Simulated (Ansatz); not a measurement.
# BH2O2: the cost of one run

Method: UKS r2SCAN-D4/def2-TZVP; program: Ansatz 0.2.0.

## (1) The system as given

SMILES `O[B]O`, 5 atoms, charge 0, spin multiplicity 2.

Atoms are counted from 1 here; the program's logs count them from 0.

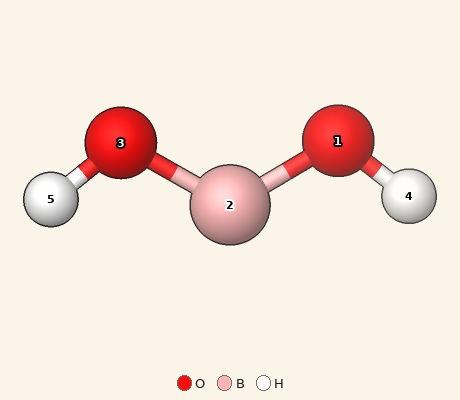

The starting geometry (oxygen red, boron pink, hydrogen white); atoms are numbered from 1 in the order of the file.

As a file:

```
O    -1.1369   -0.3662   -0.3099
B     0.0789    0.2265   -0.1756
O     0.9835   -0.2659    0.7112
H    -1.6845    0.0846   -0.9748
H     1.8088    0.2475    0.7075
```

This geometry comes from a loose relaxation at PBE in a small basis, which is not shown.

## (3) Setting up the map

The axes are (1) angle O1–B2–O3: 11 values from 74.8 to 164.8 °; (2) angle H5–O3–B2: 11 values from 68 to 158 °.

Nothing else is relaxed (all other coordinates rigid). Energies count from the relaxed molecule at the same level.

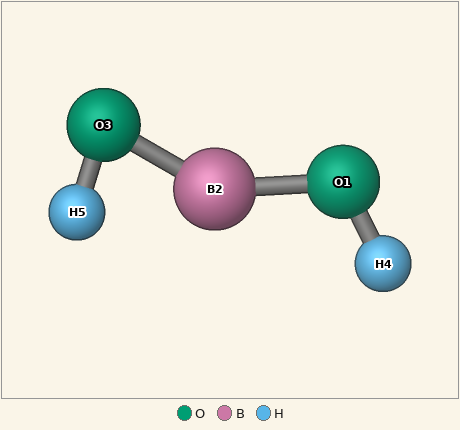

The geometry at angle O1–B2–O3 = 146.8°, angle H5–O3–B2 = 77°.

(The set-up runs are not shown.)

## (4) The run at angle O1–B2–O3 = 146.8°, angle H5–O3–B2 = 77°

Contents of input.yaml:

```yaml
crystal:
  periodic: [false, false, false]
  atoms:
    - { symbol: O, position_ang: [-1.151823, 0.118377, -0.725845] }
    - { symbol: B, position_ang: [0.081463, 0.234261, -0.180981] }
    - { symbol: O, position_ang: [0.979829, -0.258791, 0.70284] }
    - { symbol: H, position_ang: [-1.333702, 0.791021, -1.387807] }
    - { symbol: H, position_ang: [1.443582, 0.488161, 0.314616] }
magnetization:
  spin_polarized: true
  initial_magnetization: 1
basis:
  gaussian: { orbitals: def2-TZVP }
hamiltonian:
  xc: r2scan
  dispersion: d4
output:
  forces: true
```

Command:

```console
ansatz run input.yaml --threads 1 --pin off --max-ram 2560MiB --backend cpu --events-out ev --progress --plain --runs-dir out
```

**Question.** How long does this run take on 1 thread of Arm Neoverse V2, shared host, and how much memory does it need?

About 5.3 s, with a peak of 0.17 GiB.
